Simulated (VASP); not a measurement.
Given:

```
BeS
1.0
    3.44787     0.00000     0.00000
   -1.72393     2.98594     0.00000
    0.00000     0.00000    14.62352
Be S
1 1
Direct
  0.66667   0.33333   0.50000
  0.33333   0.66667   0.50000
```

All values below come from r2SCAN meta-GGA, VASP's PBE PAW potentials (set 64) (plane waves; VASP 6.6.1). Numerical set-up: 400 eV cut-off, 10×10×1 Γ-centred mesh, tetrahedra with Blöchl corrections, potentials Be S.

The cell holds a wide vacuum, so values per volume refer to the whole cell.

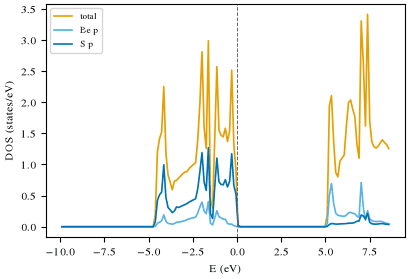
Figure: Total and projected density of states, zero at the valence-band maximum

Within 2 eV below the valence-band maximum the largest weight inside VASP's projection spheres is S p.

The gap is indirect, 5.08 eV, from the valence maximum at K to the conduction minimum at M.

The cell is a sheet with vacuum, built from a generated structure.
